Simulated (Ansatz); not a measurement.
Consider Al₂O₃ in the corundum structure (space group R-3c, No. 167; a = 4.774 Å, c = 13.015 Å (hexagonal axes)).

Now apply this change: every lattice vector is shortened by 2.25 %, atoms relaxed at fixed cell.

Level of theory: Kohn–Sham DFT with the PBEsol functional, run in Ansatz (a quantum-chemistry and plane-wave program) with PAW and 420 eV plane waves, without spin-orbit coupling.

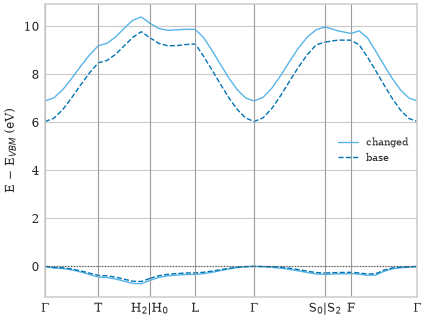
Highest valence and lowest conduction band along the path, each from its own valence-band maximum

### Question
Read the changed gap and its character from the plot.

### Answer
About 6.9 eV, direct at Γ.

The cells carry an imposed strain or load. Stability against distortions was not tested.
